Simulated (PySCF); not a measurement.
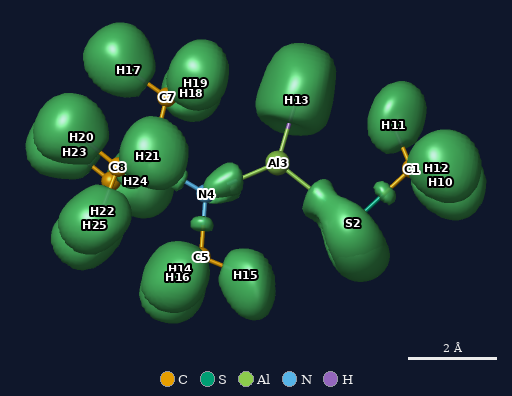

Figure 1: C6H16AlNS (SMILES C[S][AlH][N](C)C(C)(C)C). Isosurface of the ELF at 0.85 (green), seen across its widest extent. Only the valence region is drawn (cores and ρ < 0.01 e/Å³ removed).

Geometry: GFN2-xTB.

Computed with PySCF 2.14.0, PBE0/pcSseg-1, SCF density, gas phase, non-relativistic.

The calculation's input:

```
{"job": {"kind": "nmr", "xc": "PBE0", "basis": "pcSseg-1"}, "charge": 0, "multiplicity": 1}
C      4.460025     0.846082     0.510399
S      3.353335    -0.600356     0.346463
Al     1.434320     0.478869     0.137964
N     -0.067796    -0.497237     0.017718
C      0.069691    -1.951470    -0.034594
C     -1.431046     0.022868    -0.031598
C     -1.314490     1.544498    -0.000128
C     -2.252200    -0.436918     1.181804
C     -2.147592    -0.392996    -1.323846
H      5.216034     0.781925    -0.265980
H      3.892412     1.773332     0.404019
H      4.930632     0.806107     1.488051
H      1.622110     2.004055     0.095483
H     -0.442862    -2.441217     0.797335
H      1.134339    -2.193252     0.035016
H     -0.308850    -2.364149    -0.973602
H     -2.292660     2.017218    -0.036009
H     -0.722055     1.881619    -0.851088
H     -0.802287     1.850664     0.913065
H     -3.204188     0.087635     1.206614
H     -1.707210    -0.219658     2.098561
H     -2.454107    -1.503911     1.139442
H     -3.092196     0.138076    -1.410366
H     -1.527358    -0.148307    -2.183956
H     -2.356938    -1.459333    -1.332901
```

Run with:

```sh
OMP_NUM_THREADS=1 python probes_run.py task.json out
```

What do the ELF domains correspond to?

At this value the surface marks out three regions between bonded C–C atoms (shared pairs), two regions between bonded C–N atoms (shared pairs), one region between bonded C–S atoms (shared pairs), 16 regions around hydrogen nuclei, one lobe of the valence shell of N pointing towards Al and one region on S in which the atom's valence shell and bonds are merged. Profiles from the grid: C–N (1.46 Å): the ELF peaks at about 0.95 between the atoms: a covalent bond. C–C (1.53 Å): the ELF peaks at about 0.95 between the atoms, as expected for localised, covalent bonding.
